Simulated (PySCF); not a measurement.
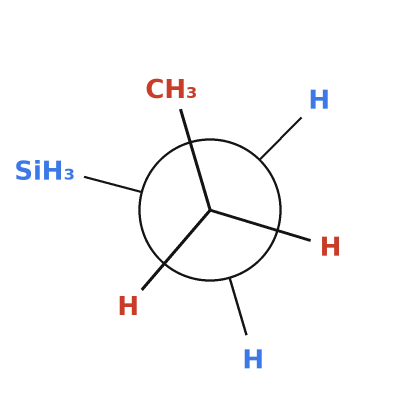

A Newman projection along the C–Si bond, carbon in front; angles are drawn as computed, but eclipsed bonds slightly apart. The computed structure is the end point of a PBE0-D3(BJ)/def2-SVP optimisation. No frequency run is at hand to confirm it as a minimum.

Which molecule is it?

C2H10Si2, CC[SiH2][SiH3]

What is the torsion angle from the front CH3 to the back SiH3? The sign is positive where the front bond must turn clockwise to cover the back bond.

−59°, synclinal (gauche). The conformation about this bond is staggered.
